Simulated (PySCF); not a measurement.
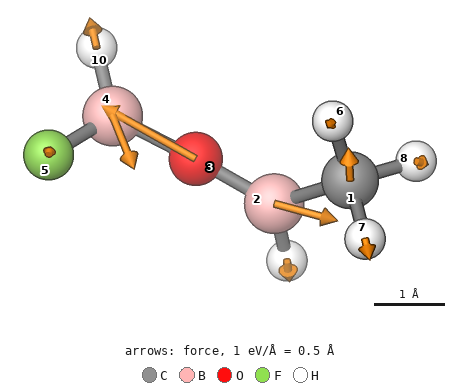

Starting geometry of CH$_{5}$B$_{2}$FO with the computed forces as orange arrows. The picture is a ball-and-stick view, seen from a free direction.

The start comes from GFN2-xTB. Its atoms were then displaced at random by about 0.01 Å.

These are results of PySCF, PBE0-D3(BJ)/def2-SVP geometry optimisation, gas phase, not measurements. 

**What follows when this structure is relaxed?**

It isn't relaxed: the largest force vector, on the O atom, is 3.14 eV/Å. The final displacements have little in common with the starting forces (cosine between the two patterns 0.26). The energy falls by 3.21 kcal/mol in 28 geometry steps. An H atom moves most after the best rigid fit: 0.11 Å. By element the largest moves are H 0.11 Å, F 0.10 Å, O 0.08 Å, C 0.04 Å, B 0.03 Å. Among the contacts that change: B–O 1.298 → 1.347 Å, B–H 1.162 → 1.205 Å, B–H 1.182 → 1.213 Å, C–H 1.084 → 1.104 Å. Among the angles between lasting bonds that change: H–C–H 105.2° → 109.1°, B–C–H 111.9° → 109.4°, H–C–H 106.5° → 108.9°. The run took 53 s on 1 thread of Arm Neoverse V2 (shared host).
